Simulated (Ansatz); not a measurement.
# One shape, several levels: SiSe (SMILES [Si][Se])

Aim: a comparison of 6 runs (B3LYP/STO-3G, PBE/STO-3G, PBE0/STO-3G, UPBE/STO-3G, CCSD/STO-3G, CCSD(T)/STO-3G) of SiSe. 

The results are computed with Ansatz 0.2.0.

53 further runs of the same task are left out: 13 that didn't finish, 40 set aside as unsound or not needed.

### 1 The structure to begin with

SiSe: 2 atoms, total charge 0, spin state singlet. As SMILES, `[Si][Se]`. The Se2–Si1 distance was set to 4.123 Å, away from the relaxed value.

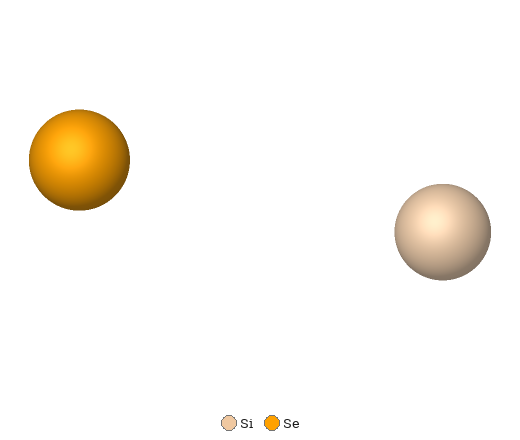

Viewed from a chosen angle; silicon light orange, selenium orange.

### 2 A single-point energy at B3LYP/STO-3G (run 1)

File in.yaml:

```yaml
crystal:
  periodic: [false, false, false]
  atoms:
    - {symbol: Si, position_ang: [0.000000, 0.000000, -2.030210]}
    - {symbol: Se, position_ang: [-0.000000, -0.000000, 2.093090]}
basis:
  gaussian:
    orbitals: STO-3G
hamiltonian:
  xc: {name: B3LYP}
accuracy: high
```

Started as:

```sh
$ ansatz run in.yaml --threads 1 --pin off --max-ram 3480MiB --events-out events.jsonl --progress --plain --runs-dir runs
```

The program printed:

```text
Warning: RAYON_NUM_THREADS=1 ignored (pool sized by the plan → 1); use --threads N
Functional definition: B3LYP
  name "B3LYP"
  parameter a0 = 0.2
  parameter ax = 0.72
  parameter ac = 0.81
  exchange = (1 - a0 - ax)*slater_x + ax*b88_x + a0*exact_x
  correlation = (1 - ac)*vwn_rpa_c + ac*lyp_c
327 factors; integrals over basis functions are off by at most 4.0e-9 eV
mean field evaluation 1: about -72378.9034 eV, gradient 1.3e1 eV
mean field evaluation 2: about -72252.7168 eV, gradient 2.2e1 eV
mean field evaluation 4: about -72384.7396 eV, gradient 2.9e1 eV
mean field evaluation 8: about -72384.7411 eV, gradient 2.9e1 eV
mean field evaluation 16: about -72399.8712 eV, gradient 2.2e0 eV
mean field evaluation 32: about -72399.0939 eV, gradient 1.2e1 eV
mean field evaluation 64: about -72399.6401 eV, gradient 7.1e0 eV
mean field evaluation 96: about -72398.3114 eV, gradient 1.7e0 eV
mean field evaluation 128: about -72399.4447 eV, gradient 4.2e0 eV
mean field evaluation 160: about -72397.4827 eV, gradient 2.0e1 eV
mean field evaluation 192: about -72399.5003 eV, gradient 3.9e0 eV
mean field -72399.88914350 eV, -2660.6468516161 hartree, gradient 1.4e-8 eV, S^2 0.000000; 13 other end points of the search recorded, 0 dependent functions left out
reference -72399.88917247 eV, -2660.6468526807 hartree; 24, 24 occupied and 3, 3 virtual orbitals, 327 factors
Total energy: -72399.88917247 eV, -2660.6468526807 hartree
```

It took 6.6 s on 1 thread of Arm Neoverse V1, shared host; peak memory 0.091 GiB.

### 3 The energy at PBE/STO-3G (run 2)

File run.yaml:

```yaml
crystal:
  periodic: [false, false, false]
  atoms:
    - {symbol: Si, position_ang: [0.000000, 0.000000, -2.030210]}
    - {symbol: Se, position_ang: [-0.000000, -0.000000, 2.093090]}
basis:
  gaussian: {orbitals: STO-3G}
hamiltonian: {xc: {name: PBE}}
accuracy: high
```

Started as:

```sh
$ ansatz run run.yaml --threads 1 --pin off --max-ram 3480MiB --events-out events.jsonl --progress --plain --runs-dir runs
```

The program printed, cut to the lines that bear on the results:

```text
Warning: RAYON_NUM_THREADS=1 ignored (pool sized by the plan → 1); use --threads N
Functional definition: PBE
  name "PBE"
[...]
327 factors; integrals over basis functions are off by at most 4.0e-9 eV
[...]
mean field -72385.41645985 eV, -2660.1149903021 hartree, gradient 5.4e-9 eV, S^2 0.000000; 10 other end points of the search recorded, 0 dependent functions left out
reference -72385.41646170 eV, -2660.1149903700 hartree; 24, 24 occupied and 3, 3 virtual orbitals, 327 factors
Total energy: -72385.41646170 eV, -2660.1149903700 hartree
```

Wall time 5.1 s (1 thread of Arm Neoverse V1, shared host); peak memory 0.09 GiB.

Runs 3 to 5 aren't shown in full; the table further down has their settings and results.

### 4 A single-point energy at CCSD(T)/STO-3G (run 6)

File job.yaml:

```yaml
crystal:
  periodic: [false, false, false]
  atoms:
    - {symbol: Si, position_ang: [0.000000, 0.000000, -2.030210]}
    - {symbol: Se, position_ang: [-0.000000, -0.000000, 2.093090]}
basis:
  gaussian:
    orbitals: STO-3G
correlation:
  method: ccsd_t
  frozen_orbitals: {Se: 9, Si: 5}
accuracy: high
scf:
  omitted_lower_state_checks: [cluster_reference, increment]
```

Started as:

```sh
$ ansatz run job.yaml --threads 1 --pin off --max-ram 3480MiB --events-out events.jsonl --progress --plain --runs-dir runs
```

The program printed:

```text
Warning: RAYON_NUM_THREADS=1 ignored (pool sized by the plan → 1); use --threads N
[... 18 lines left out ...]
14 core orbitals not correlated: weight in the atoms' cores, before any rotation towards them, 1.000 or more for the frozen orbitals, at most 0.000 for the correlated occupied ones
[... 167 lines left out ...]
Total energy: -72352.18721585 eV, -2658.8938381085 hartree
Checks for a lower state left out: cluster_reference, increment
```

Wall time 1.2 s (1 thread of Arm Neoverse V1, shared host).

### 5 All runs side by side

```
run           level  frozen core orbitals   energy (Eh)  wall time
  1    B3LYP/STO-3G                     –  -2660.646853      6.6 s
  2      PBE/STO-3G                     –  -2660.114990      5.1 s
  3     PBE0/STO-3G                     –  -2660.309806      2.2 s
  4     UPBE/STO-3G                     –  -2660.159729       16 s
  5     CCSD/STO-3G                    14  -2658.893426      1.1 s
  6  CCSD(T)/STO-3G                    14  -2658.893838      1.2 s
```

### 6 What came out

| quantity | value |
| --- | --- |
| run 6: total energy | -2658.89384 Eh |
| run 6: correlation energy (14 core orbitals frozen) | -60.2 mEh |
| run 6: (T) correction | -0.41 mEh |
| run 6: T1 diagnostic | 0.010 |

Totals of different functionals can't be ranked against each other. In runs 5, 6 the log says that unrestricted orbitals would lower the reference, so the values rest on an unstable closed-shell determinant (other closed-shell runs at this shape may share the fault). In runs 1, 2, 3, 4, 5, 6 the basis is minimal, so the values are rough. In runs 1, 2, 3, 5, 6 a closed-shell determinant meets a far-stretched bond, which it describes badly. Spin contamination of the reference: run 4 ⟨S²⟩ = 1.67. Where it is this large, the reference is a mixture of spin states, and values that rest on it are in doubt. All runs together took 32 s, the longest 16 s.
